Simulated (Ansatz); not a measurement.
# A convergence test on CdF2 (Fm-3m): wavefunction cutoff

How far can the wavefunction cutoff be lowered for the gap of CdF2 (Fm-3m)?

Method: DFT, PBE, plane waves, PAW; PAW set soft_1, in Ansatz 0.2.0.

### 1. Set-up

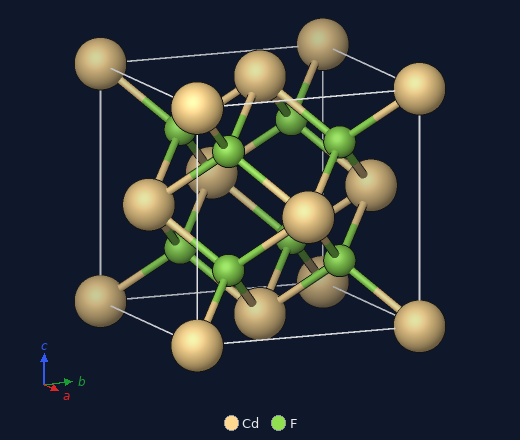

The cell as given, slightly off an axis (cadmium orange, fluorine green). This picture shows the conventional cell, with its axes. Some periodic images of atoms are drawn too.

The cell and positions come from the Crystallography Open Database and are kept as given unless a step says otherwise.

### 2. Wavefunction cutoff: 190 eV

input.yaml reads:

```yaml
crystal:
  lattice:
    - [0.0, 2.694, 2.694]
    - [2.694, 0.0, 2.694]
    - [2.694, 2.694, 0.0]
  atoms:
    - { symbol: Cd, position: [0.0, 0.0, 0.0] }
    - { symbol: F, position: [0.25, 0.25, 0.25] }
    - { symbol: F, position: [0.75, 0.75, 0.75] }
kpoints:
  mp_grid: { grid: [8, 8, 8] }
  band_path:
    path:
      - [0.0, 0.0, 0.0]
      - [0.5, 0.0, 0.5]
      - [0.625, 0.25, 0.625]
      - [0.375, 0.375, 0.75]
      - [0.5, 0.5, 0.5]
      - [0.5, 0.25, 0.75]
    npoints: 1
hamiltonian:
  xc: pbe
  pseudopotentials: { kind: paw, azcp: { folder: soft_1 } }
scf:
  occupations: { method: fermi_dirac, width: 0.02 }
  n_extra_bands: 5
  max_iter: 80
output:
  eigenvalues: true
  forces: true
  stress: true
basis:
  ecutwfc: 190.0
```

On the command line:

```sh
ansatz run input.yaml --threads 24 --pin off --max-ram 82944MiB --backend cuda --events-out ev --progress --plain --runs-dir out --devices 1 --max-vram 78GiB
```

Numbers of over 12 decimals in the logs are rounded to 6 here.

The program printed:

```text
Warning: basis.ecutwfc = 190 eV is below the records' recommended 420 eV, and the density's cutoff is lower with it unless basis.ecutrho_ratio is high enough to keep the records' density cutoff: compare with a run at a higher cutoff
scf.n_extra_bands = 5 over 17 filled bands (N_el = 34.0): the run solves 22 bands
GPUs: using 1 of 1 available (devices: 1).
Engine: ansatz 0.2.0, aarch64-unknown-linux-gnu
Pseudopotentials: kind: paw
Pseudopotential: Cd, paw, valence charge 20, recommended cutoff 420 eV (normal), soft_1/Cd.paw.azcp
Pseudopotential: F, paw, valence charge 7, recommended cutoff 420 eV (normal), soft_1/F.paw.azcp
Functional definition: PBE
  parameter kappa = 0.804
  parameter beta = 0.066725
  exchange = pbe_x(kappa = kappa, mu = beta*pi^2/3)
  correlation = pbe_c(beta = beta)
device memory: the entry about to start is reckoned to put 0.7 GiB on a device that reports 161.3 GiB free (of which the cap on the GPU budget leaves the run 78.0 GiB)
GPU FFT provider: cuFFT
GPU libraries: cuBLAS 13.8.1, cuFFT 12.4.0, cuSOLVER 12.3.2
GPU matrix products: emulated (plane waves: as basis.precision tells), large ones in fixed point in workspaces of 1.00 GiB
Crystal: 3 atoms, lattice volume = 39.104 Å³
Basis set: ecut = 190 eV, 259 PW (Γ), exchange–correlation on 36×36×36 points (8 copies of the dense FFT grid, shifted against one another)
Bands: 22, of which v1, the nominal top of the filled ones, is band 17 counted from 1 (16 counted from 0)
Symmetry: 48 space group operations
Space group: Fm-3m (ITA 225), of the structure as read, at distance tolerance 3.4e-5 Å
k-points: 29 of 512
Non-local potential: Cd, projectors of the file, l = 0: 3, l = 1: 2, l = 2: 2, l = 3: 1
Non-local potential: F, projectors of the file, l = 0: 2, l = 1: 2, l = 2: 1
PAW form: soft (Blöchl's): semilocal exchange-correlation on the pseudo side does not see the compensation charge
PAW one-centre angular grid: Cd, 590 points (default); XC on 64 Gauss nodes
PAW one-centre angular grid: F, 110 points (default); XC on 64 Gauss nodes
Initial density: superposition of atomic densities (chi_scale 0.1, normalization cell, long waves kept (reshape's long-wave potential 0.00 eV rms))
Initial wavefunctions: pseudopotential atomic-orbital guess
GPU buffer pool allocated for 5832 grid points (all kernels)
GPU transforms: local potential and band sums: pruned to the plane-wave sphere, on 18×18×18
Functional: x = pbe(κ = 0.804, μ = 0.219515), c = pbe(β = 0.066725)
SCF iter   1: F=—  HF=-9849.383475 eV  |F-HF|=—  |Δ(HF+E_count)|=         —  Δρ=3.52e-1  dr2=2.69e1  ethr=3.10e-3  ⟨swp⟩=4.0  Hψ=2475  notcnv=0
preconditioner: auto → none  [insulator: Δε(μ)=0.233 eV  Ē_g=18.145 eV  σ=0.020 eV  W_gap=0.83  n_scr=14 (ndim 8)  ℏωp=30.3 eV  f_vac=0.095  D(μ)=0.16/eV (n_scr^D=0)  ε∞_Penn≈3.8]
SCF iter   2: F=—  HF=-9842.290918 eV  |F-HF|=—  |Δ(HF+E_count)|=    7.09e0  Δρ=1.28e-1  dr2=5.21e0  ethr=3.10e-3  ⟨swp⟩=3.0  Hψ=1712  notcnv=0
SCF iter   3: F=—  HF=-9840.750683 eV  |F-HF|=—  |Δ(HF+E_count)|=    1.54e0  Δρ=5.17e-2  dr2=4.01e-1  ethr=3.10e-3  ⟨swp⟩=2.0  Hψ=1363  notcnv=0  defer=29
SCF iter   4: F=—  HF=-9840.692956 eV  |F-HF|=—  |Δ(HF+E_count)|=   5.77e-2  Δρ=1.43e-2  dr2=7.44e-2  ethr=1.18e-3  ⟨swp⟩=2.0  Hψ=986  notcnv=0  defer=29
SCF iter   5: F=—  HF=-9840.671329 eV  |F-HF|=—  |Δ(HF+E_count)|=   2.16e-2  Δρ=3.53e-3  dr2=5.42e-3  ethr=2.19e-4  ⟨swp⟩=2.0  Hψ=859  notcnv=0  defer=29
SCF iter   6: F=—  HF=-9840.669612 eV  |F-HF|=—  |Δ(HF+E_count)|=   1.72e-3  Δρ=9.15e-4  dr2=3.85e-4  ethr=1.59e-5  ⟨swp⟩=2.0  Hψ=966  notcnv=0  defer=29
SCF iter   7: F=—  HF=-9840.669632 eV  |F-HF|=—  |Δ(HF+E_count)|=   2.02e-5  Δρ=3.37e-5  dr2=5.66e-7  ethr=1.13e-6  ⟨swp⟩=2.0  Hψ=804  notcnv=0  defer=29
SCF iter   8: F=—  HF=-9840.667800 eV  |F-HF|=—  |Δ(HF+E_count)|=   1.83e-3  Δρ=1.52e-4  dr2=3.90e-6  ethr=2.94e-10  ⟨swp⟩=9.0  Hψ=3330  notcnv=0
SCF iter   9: F=—  HF=-9840.667800 eV  |F-HF|=—  |Δ(HF+E_count)|=   5.64e-7  Δρ=9.62e-5  dr2=1.51e-6  ethr=1.66e-9  ⟨swp⟩=2.2  Hψ=957  notcnv=0
SCF iter  10: F=-9840.667799 eV  HF=-9840.667799 eV  |F-HF|=3.26e-9  |Δ(HF+E_count)|=   3.08e-7  Δρ=4.55e-6  dr2=4.22e-9  ethr=2.94e-10  ⟨swp⟩=3.0  Hψ=2424  notcnv=0
SCF 1 converged in 10 iterations: F = -9840.667799 eV  dr2 = 4.22e-9
[...]
device memory: the entry about to start is reckoned to put 1.2 GiB on a device that reports 181.7 GiB free (of which the cap on the GPU budget leaves the run 78.0 GiB)
NSCF: frozen V_eff on 6 k-points
SCF converged after 10 iterations
Free energy (F): -9840.667799 eV
Harris-Foulkes:  -9840.667799 eV  (|F-HF|=3.26e-9)
Internal energy: -9840.667799 eV  (E = F + TS)
E sigma→0 (E₀):  -9840.667799 eV
Fermi energy:    8.035470 eV
--- Per-component energies (eV) ---
  E_band       = -527.431472
  E_kinetic    = 924.086188
  E_local      = -4186.813762  (includes V_loc(G=0)·N_el)
  E_nonlocal   = 223.275384
  E_hartree    = 1811.967314
  E_xc         = -331.409846
  E_vxc        = -420.613943  (∫ρ·V_xc dr)
  E_paw        = -4487.940511  (= ΣΔE_a)
  E_vpaw       = -691.324816  (= ΣTr[D̂ρ^β])
  E_aug_tail   = 0.024066  (compensation charges beyond the density's cutoff)
  E_ewald      = -3793.856633
  E_smearing   = -0.000000  (= −TS)
  E_closure    = -0.000000  (closes the sum)
  Σ components = -9840.667799   (vs F -9840.667799, Δ=0.00e0)
--- Forces (eV/Å), atoms counted from 1 ---
  atom   1  Cd     0.00000000     0.00000000     0.00000000
  atom   2  F      0.00000000    -0.00000000     0.00000000
  atom   3  F      0.00000000     0.00000000    -0.00000000
  max |Σ_I F_I| component: 3.47e-18 eV/Å
--- Stress (GPa, compression-positive) ---
       -2.183916       0.000000       0.000000
        0.000000      -2.183916      -0.000000
        0.000000      -0.000000      -2.183916
  P = ⅓ Tr σ = -2.1839 GPa (-21.839 kbar)
--- Band table (eV; the first three rows and the last of 29) ---
  k-point 0: bands = [... 13 lower, 4.3223, 5.1041, 5.1041, 5.1041, 9.2736, 19.3725, 19.3725, 19.3725, ... 1 higher]
  k-point 1: bands = [... 13 lower, 5.0737, 5.3937, 5.3937, 5.4990, 9.8952, 18.7428, 19.7177, 19.7177, ... 1 higher]
  k-point 2: bands = [... 13 lower, 4.7721, 4.9785, 5.4236, 5.4236, 11.1669, 17.4246, 20.5511, 20.5511, ... 1 higher]
  k-point 28: bands = [... 13 lower, 4.6170, 4.6170, 6.4647, 6.7615, 14.3418, 17.9213, 18.3446, 18.3446, ... 1 higher]
```

It took 1.1 s on 1 × NVIDIA GB200 (shared by 2 runs) with 24 threads of Arm Neoverse V2, shared host; peak memory 1 GiB.

In the SCF lines HF is the Harris–Foulkes energy and dr2 the Hartree energy of the density residual, in eV; the loop may stop once dr2 is under the threshold and the program's other checks hold. Hψ counts applications of the Hamiltonian.

Numbers from this step:

- pressure: -2.184 GPa
- gap: 2.512 eV
- valence top at: W
- conduction bottom at: Γ
- least direct gap: 4.169 eV

The gap is indirect, with the least direct gap 1.66 eV higher.

### 3. Wavefunction cutoff: 290 eV

input.yaml, as its differences from that of step 2:

```diff
@@ -24,3 +24,3 @@
 scf:
-  occupations: { method: fermi_dirac, width: 0.02 }
+  occupations: { method: fixed }
   n_extra_bands: 5
@@ -32,2 +32,2 @@
 basis:
-  ecutwfc: 190.0
+  ecutwfc: 290.0
```

The program printed:

```text
[...]
GPUs: using 1 of 1 available (devices: 1).
[...]
GPU FFT provider: cuFFT
GPU libraries: cuBLAS 13.8.1, cuFFT 12.4.0, cuSOLVER 12.3.2
[...]
Crystal: 3 atoms, lattice volume = 39.104 Å³
Basis set: ecut = 290 eV, 411 PW (Γ), exchange–correlation on 48×48×48 points (8 copies of the dense FFT grid, shifted against one another)
[...]
k-point 0: bands = [... 13 lower, 5.4970, 5.9293, 5.9293, 5.9293, 9.4947, 19.1554, 19.1554, 19.1554, ... 1 higher]
  k-point 1: bands = [... 13 lower, 5.3336, 5.7913, 5.9410, 5.9410, 10.0697, 18.4319, 19.3818, 19.3818, ... 1 higher]
  k-point 2: bands = [... 13 lower, 5.0529, 5.2594, 5.9553, 5.9553, 11.3683, 17.2321, 19.9718, 19.9718, ... 1 higher]
  k-point 28: bands = [... 13 lower, 4.8750, 4.8750, 5.7895, 6.3874, 14.4846, 17.9000, 18.1021, 18.1021, ... 1 higher]
[key lines of the parts left out:]
SCF converged after 8 iterations
Free energy (F): -9870.911519 eV
Fermi energy:    6.387417 eV
P = ⅓ Tr σ = 4.7047 GPa (47.047 kbar)
```

Run time: 1 s. Hardware: 1 × NVIDIA GB200 (shared by 2 runs) with 24 threads; peak memory 1.1 GiB.

This step gave:

- pressure: 4.705 GPa
- gap: 3.107 eV
- valence top at: W
- conduction bottom at: Γ
- least direct gap: 3.565 eV

The gap is 3.107 eV, +0.595 eV from the run before at this level.

### 4. Wavefunction cutoff: 420 eV (the default)

input.yaml, the sections that differ from step 3:

```yaml
kpoints:
  mp_grid: { grid: [8, 8, 8] }
  band_path:
    path:
      - [[0.0, 0.0, 0.0], [0.5, 0.0, 0.5], [0.625, 0.25, 0.625]]
      - [[0.375, 0.375, 0.75], [0.0, 0.0, 0.0], [0.5, 0.5, 0.5], [0.5, 0.25, 0.75], [0.5, 0.0, 0.5]]
    npoints: 10
scf:
  occupations: { method: fermi_dirac, width: 0.02 }
  n_extra_bands: 5
# crystal, hamiltonian, output: as in step 3
# basis: removed
```

The program printed:

```text
[...]
GPUs: using 1 of 1 available (devices: 1).
[...]
GPU FFT provider: cuFFT
GPU libraries: cuBLAS 13.8.1, cuFFT 12.4.0, cuSOLVER 12.3.2
[...]
Crystal: 3 atoms, lattice volume = 39.104 Å³
Basis set: ecut = 420 eV, 749 PW (Γ), exchange–correlation on 54×54×54 points (8 copies of the dense FFT grid, shifted against one another)
[...]
k-point 0: bands = [... 13 lower, 5.4533, 5.9337, 5.9337, 5.9337, 9.5294, 19.1348, 19.1348, 19.1348, ... 1 higher]
  k-point 1: bands = [... 13 lower, 5.3492, 5.8263, 5.9444, 5.9444, 10.1068, 18.4233, 19.3653, 19.3653, ... 1 higher]
  k-point 2: bands = [... 13 lower, 5.0680, 5.3082, 5.9799, 5.9799, 11.4060, 17.2495, 19.9611, 19.9611, ... 1 higher]
  k-point 28: bands = [... 13 lower, 4.9044, 4.9044, 5.8279, 6.4306, 14.5251, 17.9399, 18.1333, 18.1333, ... 1 higher]
[key lines of the parts left out:]
SCF converged after 8 iterations
Free energy (F): -9872.213669 eV
Fermi energy:    8.001262 eV
P = ⅓ Tr σ = 5.4681 GPa (54.681 kbar)
```

The job ended after 1.2 s (1 × NVIDIA GB200 (shared by 2 runs) with 24 threads; peak memory 1 GiB).

Numbers from this step:

| Property | Result |
| --- | --- |
| pressure | 5.468 GPa |
| gap | 3.099 eV |
| valence top at | W |
| conduction bottom at | Γ |
| least direct gap | 3.596 eV |

The gap is 3.099 eV, −0.008 eV from the run before at this level.

### 5. Wavefunction cutoff: 630 eV

input.yaml, the sections that differ from step 4:

```yaml
kpoints:
  mp_grid: { grid: [8, 8, 8] }
  band_path:
    path:
      - [0.0, 0.0, 0.0]
      - [0.5, 0.0, 0.5]
      - [0.625, 0.25, 0.625]
      - [0.375, 0.375, 0.75]
      - [0.5, 0.5, 0.5]
      - [0.5, 0.25, 0.75]
    npoints: 1
scf:
  occupations: { method: fixed }
  n_extra_bands: 5
  max_iter: 80
basis:
  ecutwfc: 630.0
# crystal, hamiltonian, output: as in step 4
```

The program printed:

```text
[...]
GPUs: using 1 of 1 available (devices: 1).
[...]
GPU FFT provider: cuFFT
GPU libraries: cuBLAS 13.8.1, cuFFT 12.4.0, cuSOLVER 12.3.2
[...]
Crystal: 3 atoms, lattice volume = 39.104 Å³
Basis set: ecut = 630 eV, 1411 PW (Γ), exchange–correlation on 64×64×64 points (8 copies of the dense FFT grid, shifted against one another)
[...]
k-point 0: bands = [... 13 lower, 5.4531, 5.9313, 5.9313, 5.9313, 9.5291, 19.1346, 19.1346, 19.1346, ... 1 higher]
  k-point 1: bands = [... 13 lower, 5.3488, 5.8247, 5.9424, 5.9424, 10.1065, 18.4231, 19.3651, 19.3651, ... 1 higher]
  k-point 2: bands = [... 13 lower, 5.0675, 5.3069, 5.9782, 5.9782, 11.4057, 17.2492, 19.9610, 19.9610, ... 1 higher]
  k-point 28: bands = [... 13 lower, 4.9033, 4.9033, 5.8278, 6.4297, 14.5252, 17.9388, 18.1323, 18.1323, ... 1 higher]
[key lines of the parts left out:]
SCF converged after 8 iterations
Free energy (F): -9872.224059 eV
Fermi energy:    6.429701 eV
P = ⅓ Tr σ = 5.4463 GPa (54.463 kbar)
```

It took 1.1 s on 1 × NVIDIA GB200 (shared by 2 runs) with 24 threads; peak memory 1 GiB; 2 s of CPU time.

This step gave:

* pressure: 5.446 GPa
* gap: 3.099 eV
* valence top at: W
* conduction bottom at: Γ
* least direct gap: 3.598 eV

The gap is 3.099 eV, +0.001 eV from the run before at this level.

### 6. The series

Differences are against the last row; a negative gap means that bands overlap, and a run with a band path holds that path's time. Times are wall times on 1 × NVIDIA GB200 (shared by 2 runs) with 24 threads of Arm Neoverse V2, shared host, good to a factor of about two.

```csv
wavefunction cutoff,gap (eV),direct gap (eV),gap error (eV),energy error (meV/atom),irreducible k,time
190 eV,2.512,4.169,−0.587,+10518.8,29,1.1 s
290 eV,3.107,3.565,+0.008,+437.5,29,1 s
420 eV,3.099,3.596,−0.001,+3.5,29,1.2 s
630 eV,3.099,3.598,+0.000,+0.0,29,1.1 s
```

### 7. Results

| Property | Result |
| --- | --- |
| 190 eV | 2.512 eV |
| 290 eV | 3.107 eV |
| 420 eV | 3.099 eV |
| 630 eV | 3.099 eV |

In words: The gap holds to 0.02 eV from 290 eV on. At 190 eV the gap is off by −0.587 eV and the energy by +10519 meV/atom.

[Paths, hosts, dates, memory and timing lines, banners, echoed tables and standing remarks are left out of the program output.]

[Logs are printed without paths, hosts, clocks, repeated set-up lines and the standing remarks that a program may print on its own settings, such as how far it seeks lower states.]

[Runs of the session that timed out or met a known fault of the program may be left out.]

[Cells called generated may have been cut or substituted from an entry of the Crystallography Open Database or the Materials Project.]

[No measured gap is set beside runs whose start may be inverted or whose files or cutoffs have a known fault.]

[Hosts, paths, dates, database ids (printed as entryN), source tags and the programs' standing remarks are cut or masked in the printed files.]
